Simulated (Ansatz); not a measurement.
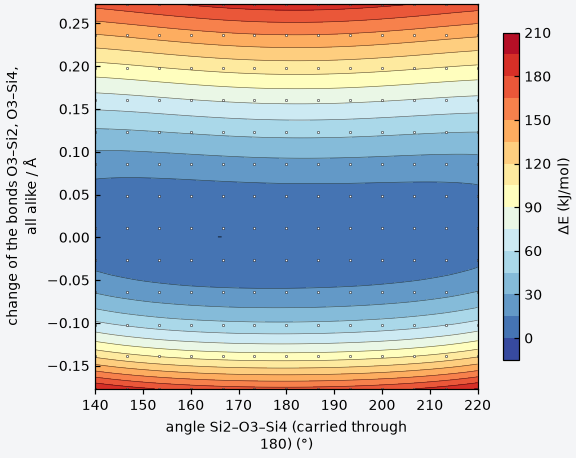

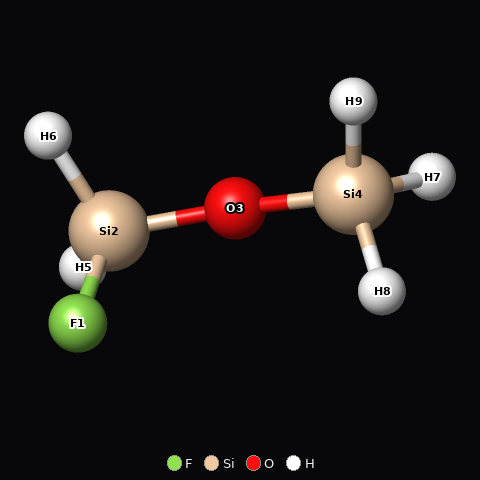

Energy landscape of FH₅OSi₂, SMILES F[SiH2]O[SiH3]. Coordinates scanned: (1) angle Si2–O3–Si4 (carried through 180); (2) change of the bonds O3–Si2, O3–Si4, all alike. Nothing is relaxed (all other coordinates rigid). Grid: 13 × 13 points. Points are written as (first, second). All energies are given in kJ/mol relative to the relaxed molecule at the same level. Theory: Ansatz 0.2.0, RHF/def2-TZVP.

Drawn: filled contours, dots at the grid points. Between grid points the surface is interpolated. The second picture is the structure at the lowest point.

What does the map say about the system?

Answer. The lowest grid point is at (160.0°, 0.011 Å), 0.44 kJ/mol from the relaxed molecule at the same level. The highest grid point, (220.0°, −0.177 Å), lies 196 kJ/mol above the lowest.

Grid values (kJ/mol):

```csv
"second ↓, first →",140.0,146.7,153.3,160.0,166.7,173.3,180.0,186.7,193.3,200.0,206.7,213.3,220.0
0.273,170,174,178,182,185,187,188,188,186,184,180,177,173
0.236,134,137,140,144,146,148,149,149,148,145,143,139,137
0.198,99,102,104,107,110,111,112,112,111,109,107,104,102
0.161,69,71,73,75,77,78,79,79,78,77,75,73,72
0.123,42,43,45,46,48,49,50,50,49,48,47,46,45
0.086,22,22,23,24,25,26,26,26,26,25,25,24,25
0.048,9,8,7,8,8,9,9,9,9,9,9,10,11
0.011,4,2,1,0,0,1,1,1,1,2,2,4,6
−0.027,10,7,5,4,3,3,3,3,4,5,6,8,12
−0.064,29,24,21,19,18,17,17,18,19,20,22,26,31
−0.102,64,58,54,51,49,48,48,48,50,52,55,59,66
−0.139,118,110,104,100,98,97,96,97,98,101,105,111,118
−0.177,195,186,179,174,171,169,169,170,172,175,180,186,196
```

The whole map (169 points run) took 9.9 min on 1 thread of Intel(R) Xeon(R) Platinum 8488C (Sapphire Rapids), on a shared host.
